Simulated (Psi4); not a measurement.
# B3LYP/6-31G(d) (spherical functions) run of C2H5AlO (SMILES [CH3][Al]1[CH2][O]1)

Aim: the vertical ionisation energy of C2H5AlO at B3LYP/6-31G* (spherical functions), from 2 runs. 

The calculation is run with Psi4 1.11.

## 1. The system as given

The species is C2H5AlO (9 atoms), meant as a singlet with charge 0. As SMILES, `[CH3][Al]1[CH2][O]1`. Geometry: relaxed at PBE0-D4/def2-TZVP.

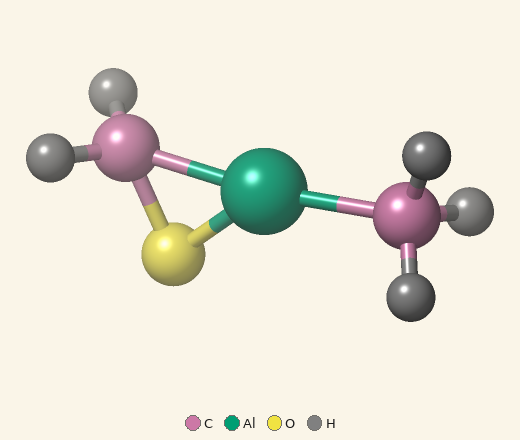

Viewed from a chosen angle; carbon pink, aluminium teal, oxygen yellow, hydrogen grey.

## 2. Energy and forces at B3LYP/6-31G(d) (spherical functions)

Input file c2h5alo.dat:

```
memory 2200 MB

molecule molecule1 {
  0 1
  C     -1.26781726     2.49481643    -2.04373880
  Al     0.09694295    -0.14494199     0.08352589
  C      1.28255712    -2.41922738     2.54980746
  O      1.49156083    -3.04151420    -0.18500419
  H      0.07502213     2.97631865    -3.53775628
  H     -1.70113146     4.20653035    -0.97793327
  H     -3.00693221     1.84588448    -2.95194118
  H      0.07275446    -3.74260259     3.56723601
  H      3.12409523    -2.26275806     3.46349004
  units bohr
  symmetry c1
  no_reorient
  no_com
}

set puream true
set e_convergence 1e-09
set d_convergence 1e-08
set scf_type pk
set dft_radial_points 99
set dft_spherical_points 590

e_tot, wfn = gradient("b3lyp/6-31G*", return_wfn=True)
oeprop(wfn, "MULLIKEN_CHARGES", "MAYER_INDICES", "QUADRUPOLE", title="B3LYP")
print_variables()
```

The run is started by

```
psi4 c2h5alo.dat c2h5alo.out -n 1
```

c2h5alo.out:

```text
[...]
  Running in c1 symmetry.
[...]
  Nuclear repulsion =  145.500629799739670
[...]
  Multiplicity = 1
[...]
  Nalpha       = 19
  Nbeta        = 19
[...]
    Number of basis functions: 70
[...]
   @RKS iter   1:  -396.34364438045759   -2.38606e-01   1.42253e-02 ADIIS/DIIS
[...]
   @RKS iter  12:  -396.84997924239866   -1.12550e-11   8.64182e-09 DIIS
[...]
    Orbital Energies [Eh]
    ---------------------
    Doubly Occupied:
       1A    -56.026838     2A    -19.101390     3A    -10.190108
       4A    -10.177386     5A     -4.127786     6A     -2.684339
       7A     -2.679148     8A     -2.676662     9A     -0.948093
      10A     -0.702386    11A     -0.611305    12A     -0.421081
      13A     -0.418768    14A     -0.416115    15A     -0.409079
      16A     -0.376220    17A     -0.320964    18A     -0.254495
      19A     -0.212877
[...]
  @RKS Final Energy:  -396.84997924239866
   => Energetics <=
    Nuclear Repulsion Energy =            145.5006297997396700
    One-Electron Energy =                -836.0268552628664338
    Two-Electron Energy =                 326.0230886447945409
    DFT Exchange-Correlation Energy =     -32.3468424240663737
    Empirical Dispersion Energy =           0.0000000000000000
    VV10 Nonlocal Energy =                  0.0000000000000000
    Total Energy =                       -396.8499792423986605
[...]
  -Total Gradient:
     Atom            X                  Y                   Z
    ------   -----------------  -----------------  -----------------
       1        0.000595593663    -0.001050645686     0.001648627004
       2        0.004811225019    -0.010055461378     0.000943417872
       3       -0.001346422595     0.002174040552    -0.008413953094
       4       -0.004455399347     0.009605584619     0.005895874869
       5       -0.000891465275    -0.000968837470     0.001764931602
       6        0.000457647590    -0.001812655593    -0.000893308048
       7        0.001828619155     0.000120794297     0.001246610628
       8        0.000575035413     0.001511336929    -0.001131317676
       9       -0.001561090566     0.000444887757    -0.001047576609
[...]
 Multipole Moments:
 ------------------------------------------------------------------------------------
     Multipole            Electronic (a.u.)      Nuclear  (a.u.)        Total (a.u.)
 ------------------------------------------------------------------------------------
 L = 1.  Multiply by 2.5417464519 to convert [e a0] to [Debye]
 Dipole X            :        -12.3828619           11.8449923           -0.5378696
 Dipole Y            :         23.8381810          -22.7394523            1.0987287
 Dipole Z            :         -2.2916654            2.2053103           -0.0863550
 Magnitude           :                                                    1.2263628
 L = 2.  Multiply by 1.3450342976 to convert [e a0^2] to [Debye ang]
 Quadrupole XX       :        -80.9866486           59.1404652          -21.8461834
 Quadrupole XY       :         96.3244188          -93.8944872            2.4299315
[...]
  Mulliken Charges: (a.u.)
   Center  Symbol    Alpha    Beta     Spin     Total
       1     C     3.35769  3.35769  0.00000 -0.71537
       2    AL     6.19842  6.19842  0.00000  0.60317
       3     C     3.08592  3.08592  0.00000 -0.17185
       4     O     4.28074  4.28074  0.00000 -0.56149
       5     H     0.40578  0.40578  0.00000  0.18844
       6     H     0.40649  0.40649  0.00000  0.18702
       7     H     0.40662  0.40662  0.00000  0.18677
       8     H     0.42918  0.42918  0.00000  0.14164
       9     H     0.42917  0.42917  0.00000  0.14167
   Total alpha = 19.00000, Total beta = 19.00000, Total charge = -0.00000
[...]
```

It took 21 s on 1 thread of AMD EPYC 7R43 (Zen 3), shared host; peak memory 1.1 GiB.

## 3. The doublet cation: a single-point energy at UB3LYP/6-31G(d) (spherical functions)

Input file job.json:

```json
{
  "schema_name": "qcschema_input",
  "schema_version": 1,
  "molecule": {
    "schema_name": "qcschema_molecule",
    "schema_version": 2,
    "symbols": ["C", "Al", "C", "O", "H", "H", "H", "H", "H"],
    "geometry": [-1.26781726, 2.49481643, -2.0437388, 0.09694295, -0.14494199, 0.08352589, 1.28255712, -2.41922738, 2.54980746, 1.49156083, -3.0415142, -0.18500419, 0.07502213, 2.97631865, -3.53775628, -1.70113146, 4.20653035, -0.97793327, -3.00693221, 1.84588448, -2.95194118, 0.07275446, -3.74260259, 3.56723601, 3.12409523, -2.26275806, 3.46349004],
    "molecular_charge": 1,
    "molecular_multiplicity": 2,
    "fix_symmetry": "c1",
    "fix_com": true,
    "fix_orientation": true
  },
  "driver": "energy",
  "model": {
    "method": "b3lyp",
    "basis": "6-31G*"
  },
  "keywords": {
    "reference": "uks",
    "puream": true,
    "e_convergence": 1e-09,
    "d_convergence": 1e-08,
    "scf_type": "pk",
    "dft_radial_points": 99,
    "dft_spherical_points": 590,
    "maxiter": 100
  }
}
```

The run is started by

```
psi4 --qcschema job.json -n 1 --memory 2200MB
```

stdout:

```text
[...]
  Running in c1 symmetry.
[...]
  Nuclear repulsion =  145.500629799739670
[...]
  Multiplicity = 2
[...]
  Nalpha       = 19
  Nbeta        = 18
[...]
    Number of basis functions: 70
[...]
   @UKS iter   1:  -396.22189605881778   -1.16858e-01   1.13479e-02 DIIS/ADIIS
[...]
   @UKS iter  14:  -396.54371897410584   -2.38742e-12   6.53104e-09 DIIS
[...]
   @S^2 Observed:                7.539266879E-01
[...]
    Orbital Energies [Eh]
    ---------------------
    Alpha Occupied:
       1A    -56.310168     2A    -19.413711     3A    -10.483520
       4A    -10.368330     5A     -4.406180     6A     -2.960959
       7A     -2.959884     8A     -2.954828     9A     -1.252559
      10A     -0.899535    11A     -0.886277    12A     -0.713068
      13A     -0.692299    14A     -0.654150    15A     -0.597542
      16A     -0.596762    17A     -0.546228    18A     -0.536171
      19A     -0.522067
    Alpha Virtual:
      20A     -0.248374    21A     -0.236602    22A     -0.183700
      23A     -0.106322    24A     -0.098082    25A     -0.064975
[...]
  @UKS Final Energy:  -396.54371897410584
   => Energetics <=
    Nuclear Repulsion Energy =            145.5006297997396700
    One-Electron Energy =                -826.2982171992182430
    Two-Electron Energy =                 316.3326261928818326
    DFT Exchange-Correlation Energy =     -32.0787577675091811
    Empirical Dispersion Energy =           0.0000000000000000
    VV10 Nonlocal Energy =                  0.0000000000000000
    Total Energy =                       -396.5437189741058432
[...]
 Multipole Moments:
 ------------------------------------------------------------------------------------
     Multipole            Electronic (a.u.)      Nuclear  (a.u.)        Total (a.u.)
 ------------------------------------------------------------------------------------
 L = 1.  Multiply by 2.5417464519 to convert [e a0] to [Debye]
 Dipole X            :        -11.7825468           11.8449923            0.0624455
 Dipole Y            :         22.7140343          -22.7394523           -0.0254181
 Dipole Z            :         -1.2708116            2.2053103            0.9344988
 Magnitude           :                                                    0.9369277
[...]
```

The result, in JSON:

```text
{
 "driver": "energy",
 "model": {
  "method": "b3lyp",
  "basis": "6-31G*"
 },
 "success": true,
 "return_result": -396.54371897410584,
 "properties": {
  "calcinfo_nbasis": 70,
  "calcinfo_nmo": 70,
  "calcinfo_nalpha": 19,
  "calcinfo_nbeta": 18,
  "calcinfo_natom": 9,
  "nuclear_repulsion_energy": 145.50062979973967,
  "return_energy": -396.54371897410584,
  "scf_one_electron_energy": -826.2982171992182,
  "scf_two_electron_energy": 316.33262619288183,
  "scf_xc_energy": -32.07875776750918,
  "scf_dipole_moment": [0.06244552468972664, -0.025418087043043158, 0.9344987587945293],
  "scf_total_energy": -396.54371897410584,
  "scf_iterations": 14
 }
}
```

Wall time 38 s (1 thread of AMD EPYC 7R43 (Zen 3), shared host); peak memory 1.1 GiB.

## 4. Summary of results

Level: B3LYP/6-31G* (spherical functions).

| quantity | value |
| --- | --- |
| singlet C2H5AlO: total energy | -396.84998 Eh |
| singlet C2H5AlO: dipole moment | 3.12 D |
| singlet C2H5AlO: HOMO energy | -5.79 eV |
| singlet C2H5AlO: LUMO energy | -0.60 eV |
| singlet C2H5AlO: HOMO–LUMO gap | 5.19 eV |
| singlet C2H5AlO: largest force on an atom | 0.623 eV/Å |
| doublet cation: total energy | -396.54372 Eh |
| doublet cation: HOMO energy (highest over α and β) | -14.21 eV |
| doublet cation: LUMO energy (lowest over α and β) | -10.91 eV |
| doublet cation: ⟨S²⟩ | 0.754 |
| vertical ionisation energy (to the doublet cation) | 8.334 eV |

What this shows: Removing an electron at fixed nuclei costs 8.33 eV (804 kJ/mol). The largest force (singlet C2H5AlO) is 0.62 eV/Å: the shape isn't a stationary point for this species at this level. The negative HOMO energy of the first species, 5.79 eV, lies 2.54 eV below that difference.
